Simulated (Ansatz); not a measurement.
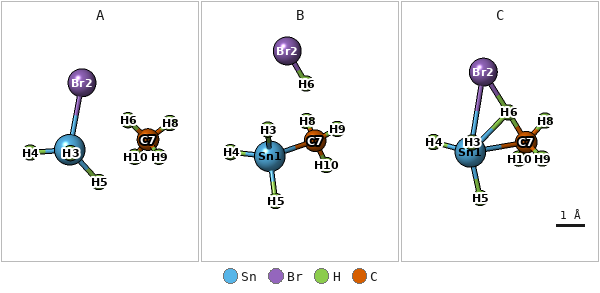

3 geometries from a converged minimum-energy path of CH$_{7}$BrSn, made up at the start of SnH3Br and CH4, shuffled. The picture is a ball-and-stick view, seen at a tilt.

Level of theory: Ansatz 0.2.0, UKS LDA/def2-SVP. Run with 9 movable images; climbing image; force threshold 0.03 eV/Å; iteration limit 60; starting path through a guess of the saddle point.

One of them is the converged climbing image. Which?

C. In order along the path, whose images run from 0 to 10: A (image 4, +0.32 eV), C (image 6, +1.97 eV), B (image 10, +1.20 eV). Breaking: H6–C7 (1.11 → 1.33 at the top → 2.19 Å), Sn1–Br2 (2.49 → 2.99 at the top → 3.95 Å). Forming: Br2–H6 (2.86 → 1.82 at the top → 1.44 Å), Sn1–C7 (3.63 → 2.37 at the top → 2.15 Å).

Limits of the set-up: the start holds two separate molecules, 2.8 Å apart at their closest, whose relative position is a soft coordinate and is computed without a dispersion correction.
